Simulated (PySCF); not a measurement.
**Run report: CH₇FOSi₂, excited-state calculation**

CH₇FOSi₂, computed with LC-wPBE/def2-SVPD (PySCF 2.14.0).

The run did not end well.

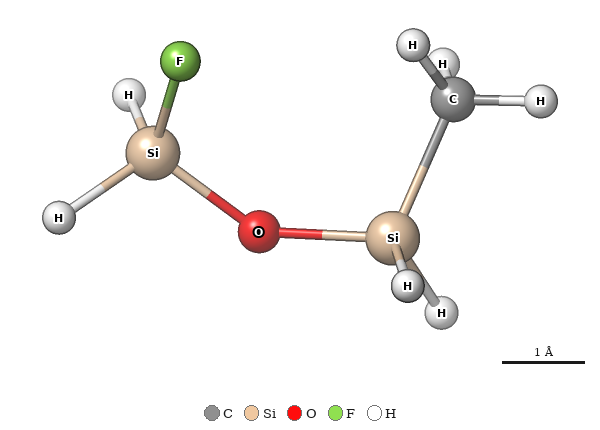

Figure 1. The structure as given in the input (ball-and-stick view, seen on its broad side). Bond lengths as drawn: C–H 1.10 Å, C–Si 1.87 Å, F–Si 1.63 Å, H–Si 1.48 to 1.49 Å and O–Si 1.64 to 1.67 Å.

**The input**
```
{"job": {"kind": "uv", "xc": "LC-wPBE", "basis": "def2-SVPD", "ip": true}, "charge": 0, "multiplicity": 1}
C     -1.616993     0.693394     0.121336
Si    -0.791381    -0.774616    -0.682432
O      0.764531    -0.944728    -0.088649
Si     2.040110    -0.084963     0.469544
F      1.847589     1.466835     0.023231
H     -1.681637     0.558072     1.212291
H     -2.637452     0.836989    -0.266849
H     -1.037124     1.608155    -0.077694
H     -1.514306    -2.043577    -0.381578
H     -0.717455    -0.594365    -2.163086
H      3.293922    -0.584732    -0.145559
H      2.081516    -0.112060     1.954106
```

The first line tells a small driver script what to run in PySCF; the rest is the geometry in Å.

Machine: 1 CPU thread, shared host.

Command:
```bash
OMP_NUM_THREADS=1 python <driver script> task.json out
```

**What the run reported**

- outcome: stopped at the time limit
- wall time: 2.7 min
- peak memory: 0.81 GiB

The run was cut off by its time limit, so the output is incomplete.
